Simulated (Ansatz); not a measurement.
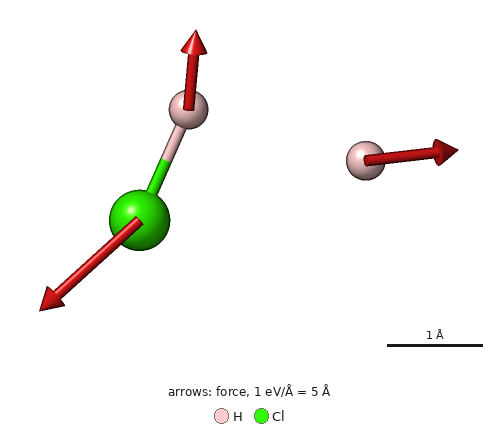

Starting geometry of H₂Cl (multiplicity 2) with the computed forces as red arrows. Style: ball-and-stick. Shown at a tilt.

The reaction that was planned forms H1–H3 and breaks H1–Cl2 (atoms numbered from 1 in input order).

The calculation used UKS PBE0-D4/def2-SVP in Ansatz. (held fixed: the distance between atoms 1 (H) and 3 (H), the distance between atoms 1 (H) and 2 (Cl), counting from 1; force threshold 0.04 eV/Å; at most 150 steps)

Is this structure relaxed? If not, where do the atoms go?

It isn't relaxed: the largest force vector, on the Cl atom, is 0.29 eV/Å. The final displacements have little in common with the starting forces (cosine between the two patterns 0.04). The energy falls by 0.052 eV in 5 geometry steps. Largest force component: 0.13 eV/Å at the start, 0.0011 eV/Å at the end. An H atom moves most after the best rigid fit: 0.67 Å. Largest moves by element: H 0.67 Å, Cl 0.64 Å. The run took 1.6 s on 2 threads of Arm Neoverse V2, on a shared host.
